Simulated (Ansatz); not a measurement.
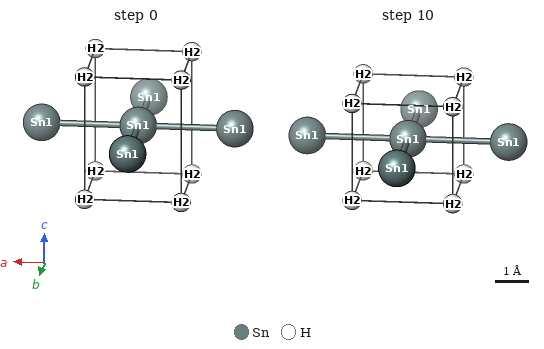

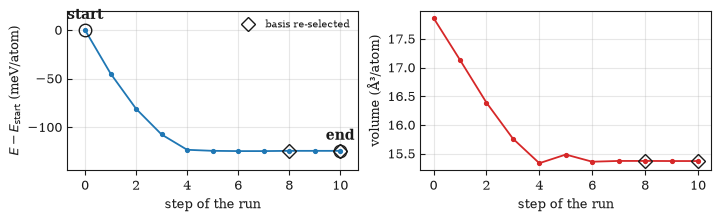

First and last geometry of a relaxation of crystalline SnH (a generated structure, set up in P4/mmm), with the history of the run. Style: ball-and-stick. Shown: the cell of the calculation, from a free direction.

Level of theory: Ansatz 0.2.0, DFT PBE, scalar-relativistic, plane waves, PAW. (plane-wave cutoff 420 eV; k-point mesh 18 × 18 × 14; occupations gaussian; smearing width 0.1 eV; no spin polarisation; cell and atoms relaxed; force threshold 0.01 eV/Å; at most 80 steps)

Read the history and describe the run.

Answer. It converged. No atom moves by more than 0.005 Å relative to the cell. The volume changes by −14.0 %, with a = b 3.004 → 3.131 Å (+4.2 %), c 3.960 → 3.137 Å (−20.8 %). Near-neighbour distances that change, for instance: Sn1–Sn1 3.004 → 3.131 Å. The space group (tolerance 0.01 Å) goes from P4/mmm (No. 123) to Pm-3m (No. 221). Over 8 accepted moves (10 points after the start) the energy falls by 124 meV per atom. All forces vanish by symmetry, so only the cell relaxes. Pressure: −2.62 GPa at the start and 0.00 GPa at the end. At 2 points the geometry stayed and the basis and grid were re-selected for the new cell (energy shift of 0.3 meV per atom at most each time).

| step | E − E(0), meV/atom | pressure, GPa | volume, Å³/atom | note |
| --- | --- | --- | --- | --- |
| 0 | 0.00 | -2.62 | 17.864 |  |
| 1 | -44.78 | -2.04 | 17.133 |  |
| 2 | -81.11 | -1.29 | 16.389 |  |
| 3 | -107.58 | -0.50 | 15.762 |  |
| 4 | -123.33 | 0.19 | 15.333 |  |
| 5 | -124.40 | -0.39 | 15.484 |  |
| 6 | -124.67 | 0.05 | 15.359 |  |
| 7 | -124.67 | 0.00 | 15.373 |  |
| 8 | -124.42 | 0.00 | 15.373 | same geometry, new basis |
| 9 | -124.42 | 0.00 | 15.371 |  |
| 10 | -124.42 | 0.00 | 15.371 | same geometry, new basis |
